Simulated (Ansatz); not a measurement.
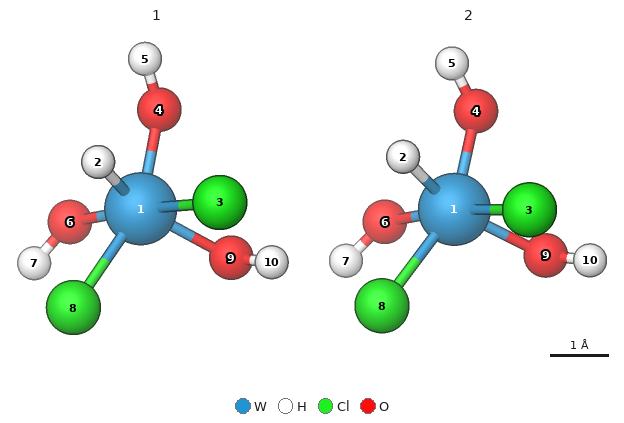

Two geometries of WH4O3Cl2, drawn at one scale. One is the start of a relaxation, the other its converged end. The picture is a ball-and-stick view, seen at a tilt.

These are results of RKS PBE0-D4/def2-SVP (Ansatz), not measurements. Settings: no spin polarisation; force threshold 0.03 eV/Å; at most 50 steps.

Which one is relaxed?

Structure 1 is the relaxed one. The run prepares an end point of a later path (reaction) calculation, from a guessed geometry. After 7 accepted moves (10 points after the start) the energy has fallen by 1.37 kcal/mol. Largest force component: 0.37 eV/Å at the start, 0.026 eV/Å at the end. The line search rejected the trial steps at points 1, 6, 9 of the run. H2 moves most after the best rigid fit: 0.17 Å. Largest moves by element: H 0.17 Å, Cl 0.14 Å, O 0.08 Å, W 0.06 Å. Near-neighbour distances that change, for instance: W1–Cl3 2.404 → 2.453 Å, W1–H2 1.717 → 1.679 Å, W1–O4 1.854 → 1.844 Å, W1–O9 1.873 → 1.867 Å. Among the angles between lasting bonds that change: W1–O4–H5 129.5° → 137.9°, H2–W1–O9 150.5° → 142.7°, H2–W1–Cl3 74.5° → 67.0°.
